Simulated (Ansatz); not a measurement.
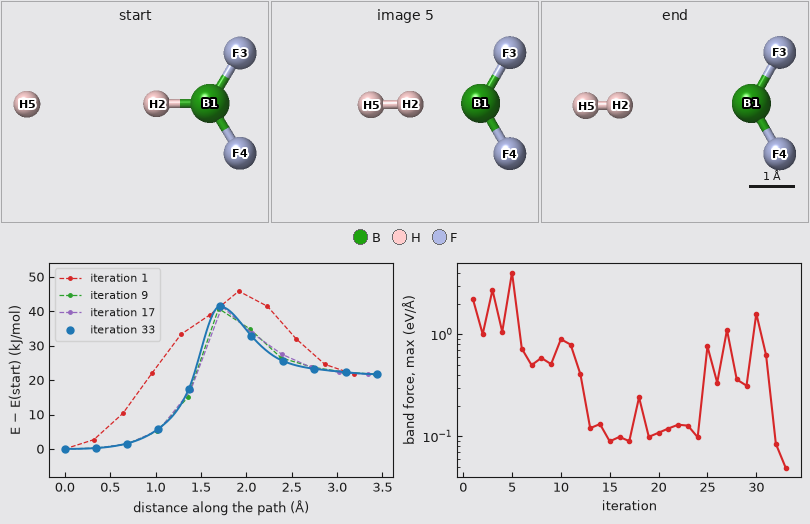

NEB run on BH$_{2}$F$_{2}$ (multiplicity 2), made up at the start of BHF2 and H. Images are numbered from 0 (start) to 10 (end). The plot follows the band through its iterations. The picture is a ball-and-stick view, seen face on.

Computed with UKS B3LYP/def2-SVP in Ansatz. Run with 9 movable images; climbing image; force threshold 0.05 eV/Å; iteration limit 60; starting path through a guess of the saddle point.

### Judge this run.

The result is final at these settings. The band converged in 33 iterations. The largest component of the band force went from 2.2 to 0.05 eV/Å. The climbing image converged on the top of the path. Its vibrational analysis gives one imaginary mode (816i cm⁻¹), as a transition state must have. The first iteration put the highest image at 45.8 kJ/mol. Forward barrier 41.4 kJ/mol, backward barrier 19.7 kJ/mol, with image 5 at the top; the reaction energy is +21.7 kJ/mol.

Limits of the set-up: the start holds two separate molecules, 2.9 Å apart at their closest, whose relative position is a soft coordinate and is computed without a dispersion correction.

Cost: 7.5 min on 1 thread of Arm Neoverse V1 (shared host), peak memory 0.11 GiB.
